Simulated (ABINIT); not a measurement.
# WS2 (Tungstenite): G0W0 with ABINIT, start to end, part 2 of 2

How does a plane-wave GW calculation on WS2 (Tungstenite) run from the first input to the gap?

ABINIT 10.8.3; PBE and many-body steps on it, plane waves. Known limits of the many-body steps: not at the basis limit; no spin-orbit coupling; coarse k mesh.

So far. Step 2 (Ground state): The gap is indirect, with the least direct gap 0.86 eV higher. Step 3 (Empty states on the mesh, 3×3×1 mesh, 166 bands): On this mesh the gap is 1.305 eV. The earlier step found 0.981 eV, so this mesh misses an edge.

## (4) Screening, 3×3×1 mesh, 152 bands, screening to 130.6 eV

The RPA dielectric matrix is built and inverted for each q.

This step: RPA screening on PBE, plane waves, norm-conserving pseudopotentials.

run.abi

```
acell 3*1.0 Angstrom
rprim 
  3.153199999992 0.000000000002 0.000000000000
  -1.576599999998 2.730751303206 0.000000000000
  0.000000000000 0.000000000000 12.323000000000
ntypat 2
znucl 74 16
natom 6
typat 1 1 2 2 2 2
xred 
  0.333333333333 0.666666666667 0.250000000000
  0.666666666667 0.333333333333 0.750000000000
  0.333333333333 0.666666666667 0.622500000000
  0.666666666667 0.333333333333 0.122500000000
  0.333333333333 0.666666666667 0.877500000000
  0.666666666667 0.333333333333 0.377500000000
pp_dirpath "pseudos"
pseudos "W.upf, S.upf"
ecut 31
ngkpt 3 3 1
nshiftk 1
shiftk 0 0 0
kptopt 1
chksymbreak 0
istwfk *1
occopt 1
irdwfk 1
optdriver 3
nband 152
ecuteps 4.8
inclvkb 2
awtr 1
symchi 1
indata_prefix "in"
outdata_prefix "out"
tmpdata_prefix "tmp"
```

Run with:

```bash
$ OMP_NUM_THREADS=1 mpirun -n 4 abinit run.abi > log
```

Numbers of over 12 decimals in the logs are rounded to 6 here.

What it wrote:

```text
.Version 10.8.3 of ABINIT. v10.8.2 released Aug 2026.

 Symmetries : space group P6_3/m m c (#194); Bravais hP (primitive hexag.)
[... echo of the input left out ...]
== DATASET  1 ==================================================================
-   mpi_nproc: 4, omp_nthreads: 1 (-1 if OMP is not activated)

--- !DatasetInfo
iteration_state: {dtset: 1, }
dimensions: {natom: 6, nkpt: 3, mband: 152, nsppol: 1, nspinor: 1, nspden: 1, mpw: 5917, }
cutoff_energies: {ecut:  31.0, pawecutdg:  -1.0, }
electrons: {nelect:   5.20000000E+01, charge:   0.00000000E+00, occopt:   1.00000000E+00, tsmear:   1.00000000E-02, }

 SCREENING: Calculation of the susceptibility and dielectric matrices

 Based on a program developped by R.W. Godby, V. Olevano, G. Onida, and L. Reining.
 Incorporated in ABINIT by V. Olevano, G.-M. Rignanese, and M. Torrent.
.Using double precision arithmetic ; gwpc =  8

[... cell and pseudopotentials left out ...]
--------------------------------------------------------------------------------

 ==== K-mesh for the wavefunctions ====
 Number of points in the irreducible wedge :     3
[... list of points left out ...]
 Together with 24 symmetry operations and time-reversal symmetry
 yields     9 points in the full Brillouin Zone.

 ==== Q-mesh for the screening function ====
 Number of points in the irreducible wedge :     3
[... list of points left out ...]
 Together with 24 symmetry operations and time-reversal symmetry
 yields     9 points in the full Brillouin Zone.

 setmesh: FFT mesh size selected  =    20x   20x   90
          total number of points  =        36000

 vcoul_init : cutoff-mode = AUXILIARY_FUNCTION
 q-points for optical limit:   1
     1)      0.000010    0.000020    0.000030

- screening: taking advantage of time-reversal symmetry
- Maximum band index for partially occupied states nbvw = 26
- Remaining bands to be divided among processors   nbcw = 126
- Number of bands treated by each node ~31

 Number of electrons calculated from density =   52.0000; Expected =   52.0000
 average of density, n =  0.072620
 r_s =    1.4869
 omega_plasma =   25.9946 [eV]

 calculating chi0 at frequencies [eV] :
  1    0.000000E+00    0.000000E+00
  2    0.000000E+00    2.599465E+01

--------------------------------------------------------------------------------
  q-point number  1        q = ( 0.000000, 0.000000, 0.000000) [r.l.u.]
--------------------------------------------------------------------------------
[... chi0 elements left out ...]
 For q-point:  0.000010 0.000020 0.000030
  dielectric constant =  17.4055
  dielectric constant without local fields =  19.4844

  Average fulfillment of the sum rule on Im[epsilon] for q-point    1 :     80.96  [%]
[... wings left out ...]
  q-point number  2        q = ( 0.333333, 0.000000, 0.000000) [r.l.u.]
--------------------------------------------------------------------------------
[... chi0 elements left out ...]
  Average fulfillment of the sum rule on Im[epsilon] for q-point    2 :     77.20  [%]

 [... 1 further q-points ...]
```

Wall time 32 s (4 MPI ranks of Arm Neoverse V1, shared host); peak memory 0.99 GiB; 2.1 min of CPU time.

Numbers from this step:

```
ε∞ with local fields, on this mesh, along the program's q direction : 17.41
the same without local fields                                       : 19.48
plasma frequency                                                    : 25.99 eV
plane waves in the screening matrix                                 : 341
```

Local fields lower ε∞ by 11 %. On a Γ-centred mesh this coarse the value itself is usually too large, while a short band sum pulls it down.

## (5) Self-energy, 3×3×1 mesh, 152 bands, screening to 130.6 eV

The self-energy is evaluated for the states that the input lists, and the levels follow from it, in one-shot runs by the linearised quasiparticle equation.

This step: G0W0 on PBE, plane waves, norm-conserving pseudopotentials.

Changes to run.abi since step 4:

```diff
@@ -27,8 +27,17 @@
 irdwfk 1
-optdriver 3
+optdriver 4
 nband 152
+gwcalctyp 0
+ecutsigx 31
+symsigma 1
+nkptgw 2
+kptgw 
+  0.0000000000 0.0000000000 0.0000000000
+  0.3333333333 0.3333333333 0.0000000000
+bdgw 
+  25 28
+  25 28
 ecuteps 4.8
-inclvkb 2
-awtr 1
-symchi 1
+irdscr 1
+ppmodel 1
 indata_prefix "in"
```

What it wrote:

```text
.Version 10.8.3 of ABINIT. v10.8.2 released Aug 2026.

 Symmetries : space group P6_3/m m c (#194); Bravais hP (primitive hexag.)
[... echo of the input left out ...]
== DATASET  1 ==================================================================
-   mpi_nproc: 4, omp_nthreads: 1 (-1 if OMP is not activated)

--- !DatasetInfo
iteration_state: {dtset: 1, }
dimensions: {natom: 6, nkpt: 3, mband: 152, nsppol: 1, nspinor: 1, nspden: 1, mpw: 5917, }
cutoff_energies: {ecut:  31.0, pawecutdg:  -1.0, }
electrons: {nelect:   5.20000000E+01, charge:   0.00000000E+00, occopt:   1.00000000E+00, tsmear:   1.00000000E-02, }

 SIGMA: Calculation of the GW corrections

 Based on a program developped by R.W. Godby, V. Olevano, G. Onida, and L. Reining.
 Incorporated in ABINIT by V. Olevano, G.-M. Rignanese, and M. Torrent.
.Using double precision arithmetic ; gwpc =  8

[... cell and pseudopotentials left out ...]
--------------------------------------------------------------------------------

 ==== K-mesh for the wavefunctions ====
 Number of points in the irreducible wedge :     3
[... list of points left out ...]
 Together with 24 symmetry operations and time-reversal symmetry
 yields     9 points in the full Brillouin Zone.

 ==== Q-mesh for screening function ====
 Number of points in the irreducible wedge :     3
[... list of points left out ...]
 Together with 24 symmetry operations and time-reversal symmetry
 yields     9 points in the full Brillouin Zone.

 vcoul_init : cutoff-mode = AUXILIARY_FUNCTION
 q-points for optical limit:   1
     1)      0.000010    0.000020    0.000030
 setmesh: FFT mesh size selected  =    25x   25x  120
          total number of points  =        75000

 Number of electrons calculated from density =   52.0000; Expected =   52.0000
 average of density, n =  0.072620
 r_s =    1.4869
 omega_plasma =   25.9946 [eV]

 === KS Band Gaps ===
  >>>> For spin  1
   Minimum direct gap =   1.8369 [eV], located at k-point      :   0.3333  0.3333  0.0000
   Fundamental gap    =   1.3050 [eV], Top of valence bands at :   0.0000  0.0000  0.0000
                                       Bottom of conduction at :   0.3333  0.3333  0.0000
 SIGMA fundamental parameters:
 PLASMON POLE MODEL  1
 number of plane-waves for SigmaX                 5885
 number of plane-waves for SigmaC and W            341
 number of plane-waves for wavefunctions          5885
 number of bands                                   152
 number of independent spin polarizations            1
 number of spinorial components                      1
 number of k-points in IBZ                           3
 number of q-points in IBZ                           3
 number of symmetry operations                      24
 number of k-points in BZ                            9
 number of q-points in BZ                            9
 number of frequencies for dSigma/dE                 9
 frequency step for dSigma/dE [eV]                0.25
 number of omega for Sigma on real axis              0
 max omega for Sigma on real axis  [eV]           0.00
 zcut for avoiding poles [eV]                     0.10

 EPSILON^-1 parameters (SCR file):
 dimension of the eps^-1 matrix on file            341
 dimension of the eps^-1 matrix used               341
 number of plane-waves for wavefunctions          5885
 number of bands                                   152
 number of q-points in IBZ                           3
 number of frequencies                               2
 number of real frequencies                          1
 number of imag frequencies                          1

 matrix elements of self-energy operator (all in [eV])

 Perturbative Calculation

--- !SelfEnergy_ee
iteration_state: {dtset: 1, }
kpoint     : [   0.000,    0.000,    0.000, ]
spin       : 1
KS_gap     :    2.311
QP_gap     :    2.829
Delta_QP_KS:    0.518
data: !SigmaeeData |
     Band     E0 <VxcDFT>   SigX SigC(E0)      Z dSigC/dE  Sig(E)    E-E0       E
       25   8.288 -14.437 -15.680   1.359   0.788  -0.269 -14.346   0.092   8.379
       26   9.509 -15.563 -16.434   1.133   0.784  -0.275 -15.358   0.205   9.714
       27  11.820 -15.231 -10.331  -3.981   0.787  -0.270 -14.508   0.723  12.543
       28  11.820 -15.231 -10.331  -3.981   0.787  -0.270 -14.508   0.723  12.543

--- !SelfEnergy_ee
iteration_state: {dtset: 1, }
kpoint     : [   0.333,    0.333,    0.000, ]
spin       : 1
KS_gap     :    1.837
QP_gap     :    2.562
Delta_QP_KS:    0.725
data: !SigmaeeData |
     Band     E0 <VxcDFT>   SigX SigC(E0)      Z dSigC/dE  Sig(E)    E-E0       E
       25   8.770 -15.016 -16.290   1.441   0.787  -0.271 -14.885   0.131   8.901
       26   8.977 -15.446 -16.647   1.423   0.786  -0.273 -15.272   0.174   9.151
       27  10.814 -16.352 -11.240  -3.968   0.786  -0.272 -15.453   0.899  11.713
       28  10.814 -16.352 -11.240  -3.968   0.786  -0.272 -15.453   0.899  11.713

== END DATASET(S) ==============================================================
================================================================================

 -outvars: echo values of variables after computation  --------
           etotal      0.0000000000E+00
            nband         152
             nkpt           3
          spgroup         194
 [... the other variables as echoed above ...]

 Calculation completed.
```

The job ended after 11 s (4 MPI ranks; peak memory 0.74 GiB).

Numbers from this step:

```yaml
g0w0_gap_on_the_points_computed: 1.999 eV
starting_gap_on_the_mesh: 1.305 eV
k_of_the_valence_top: 0, 0, 0
k_of_the_conduction_bottom: 0.3333, 0.3333, 0
z_at_the_valence_top: 0.784
z_at_the_conduction_bottom: 0.786
least_direct_g0w0_gap_on_the_computed_points: 2.562 eV
```

The gap on the mesh goes from 1.31 eV to 2.00 eV, a correction of +0.69 eV. The start differs from the 0.98 eV found before because the two sample other k points.

Limits: finite bands, cutoff and mesh; no spin-orbit coupling; coarse k mesh. v1 is the top filled band, c1 the lowest empty one. Levels before and after the correction, in eV, zero at the valence-band top of each column:

|  | conduction bottom | valence top |
| --- | --- | --- |
| Kohn-Sham | 1.31 | 0.00 |
| G0W0 | 2.00 | 0.00 |

|  | level | energy (eV) |
| --- | --- | --- |
| Kohn-Sham | Γ v2 | -1.221 |
| Kohn-Sham | Γ v1 | 0.000 |
| Kohn-Sham | Γ c1-c2 | 2.311 |
| Kohn-Sham | (0.333 0.333 0) v2 | -0.739 |
| Kohn-Sham | (0.333 0.333 0) v1 | -0.532 |
| Kohn-Sham | (0.333 0.333 0) c1-c2 | 1.305 |
| G0W0 | Γ v2 | -1.335 |
| G0W0 | Γ v1 | 0.000 |
| G0W0 | Γ c1-c2 | 2.829 |
| G0W0 | (0.333 0.333 0) v2 | -0.813 |
| G0W0 | (0.333 0.333 0) v1 | -0.563 |
| G0W0 | (0.333 0.333 0) c1-c2 | 1.999 |

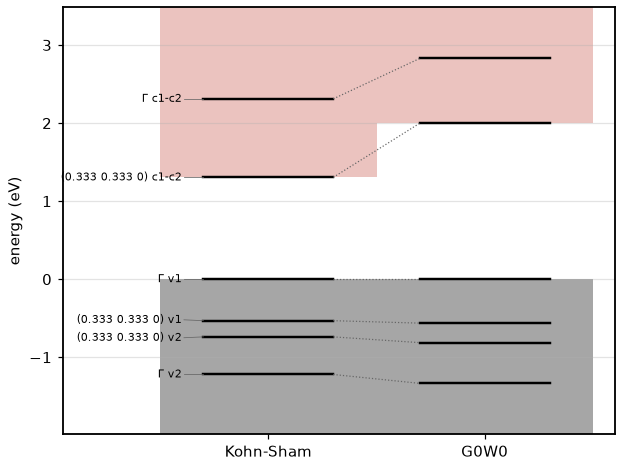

Levels before and after the correction. Shaded: valence and conduction bands.

## (6) Where the time went

Times are wall times on the hardware named with each run, good to a factor of about two.

| step | time | share | memory (GiB) |
| --- | --- | --- | --- |
| ground state | 43 s | 31 % | 0.37 |
| empty states on the mesh | 53 s | 38 % | 0.29 |
| screening | 32 s | 23 % | 0.99 |
| self-energy | 11 s | 8 % | 0.74 |

## (7) Summary of results

```json
{
  "PBE gap": "0.98 eV, indirect",
  "G0W0 gap on the mesh": "2.00 eV",
  "G0W0 gap over the zone (rigid shift)": "1.67 eV",
  "GW settings": "3×3×1 mesh, 152 bands, screening to 130.6 eV, Godby-Needs plasmon pole",
  "known limits": "not at the basis limit; no spin-orbit coupling; coarse k mesh"
}
```

In words: G0W0 moves the gap on the mesh from 1.31 eV to 2.00 eV (+0.69 eV), with Z of 0.78 and 0.79 at the edges. The mesh misses the band edges by 0.32 eV in all; a rigid shift gives 1.67 eV for the zone. Local fields lower the RPA ε∞ on this mesh from 19.48 to 17.41; a Γ-centred mesh this coarse tends to raise both, most where the direct gap is narrow, while a short band sum lowers them. Only 2 of the mesh's irreducible points were corrected, so a valley elsewhere could overtake. Bands and cutoff are finite, so the gap is not at the basis limit. The miss can reach some tenths of an eV and take either sign; the mesh is an error of its own. In the G0W0 run levels were corrected at 2 k points alone, so a gap called «on the mesh» is the least over those, and an edge elsewhere would be missed. A denser mesh or path gives a starting gap of 0.98 eV: the GW mesh misses a band edge, so its gaps are not the fundamental one. The 3×3×1 mesh is coarse for this cell, which bears on the long-range parts of exchange and screening. The many-body steps are scalar-relativistic: spin-orbit coupling is not in them.

[Paths, hosts, dates, memory and timing lines, banners, echoed tables and standing remarks are left out of the program output.]

[Logs are printed without paths, hosts, clocks, repeated set-up lines and the standing remarks that a program may print on its own settings, such as how far it seeks lower states.]

[Runs of the session that timed out or met a known fault of the program may be left out.]

[Hosts, paths, dates, database ids (printed as entryN), source tags and the programs' standing remarks are cut or masked in the printed files.]

[G0W0 gaps are taken among the corrected bands and points alone; a level outside them can change the order at an edge.]

[Where Ansatz stands beside ABINIT at settings called matched, ABINIT's density can come from a denser mesh and the files from another edition; pairs whose starting gaps differed by over 0.03 eV were left out, so agreement reads better than it is.]
